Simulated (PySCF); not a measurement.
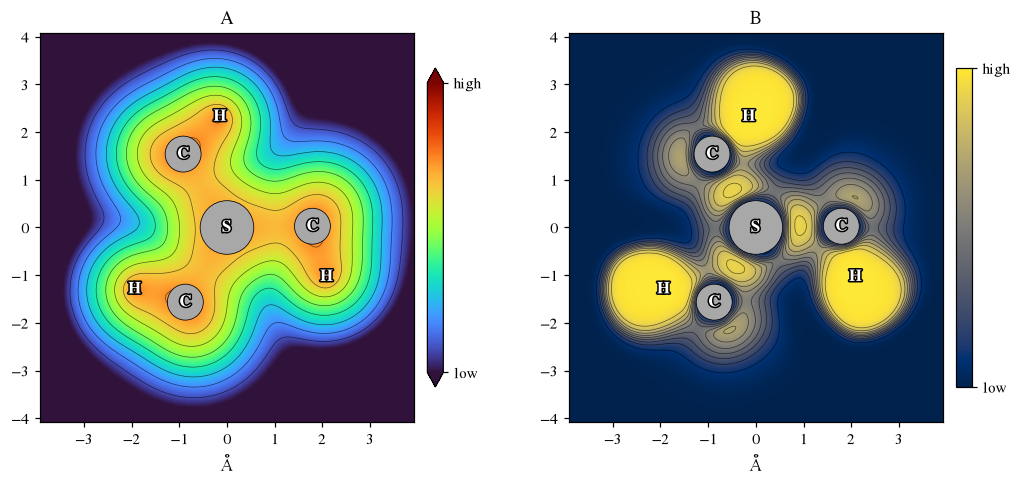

C3H9S (SMILES C[S+](C)C) (charge +1): 2 fields on the plane of atoms S2, C4 and H11, with unlabelled colour scales. Grey discs cover the atomic cores.

Geometry: PBE0-D3(BJ)/def2-SVP.

Level of theory: PySCF, PBE0/pcSseg-1, SCF density, in a chloroform solvent model, non-relativistic.

The calculation's input:

```
{"job": {"kind": "nmr", "xc": "PBE0", "basis": "pcSseg-1", "solvent": "chloroform", "pop": false}, "charge": 1, "multiplicity": 1}
C     -0.572777     1.483916    -0.827209
S      0.000855    -0.001739    -0.003487
C     -1.151860    -1.324818     0.364288
C      1.727136    -0.163970     0.452917
H     -0.081093     1.581244    -1.803041
H     -0.401542     2.353390    -0.180065
H     -1.652540     1.328687    -0.964652
H     -0.545198    -2.093631     0.864204
H     -1.928511    -0.959622     1.047826
H     -1.566154    -1.725179    -0.569645
H      2.199456     0.762439     0.095417
H      2.165178    -1.027840    -0.062762
H      1.817925    -0.233603     1.544175
```

Command:

```sh
OMP_NUM_THREADS=1 python ens_run.py task.json out
```

### Which field does each panel show? The fields are: electron density and electron localisation function.

Panel A: electron density. Panel B: electron localisation function. From the grid: C–S (1.79 Å): ρ at the midpoint is about 1.3 e/Å³; the ELF peaks at about 0.90 between the atoms, as expected for localised, covalent bonding. C–H (1.10 Å): ρ is about 2 e/Å³ halfway; the ELF climbs to about 1 towards the hydrogen, as it does in any bond to H; a covalent bond by its length.
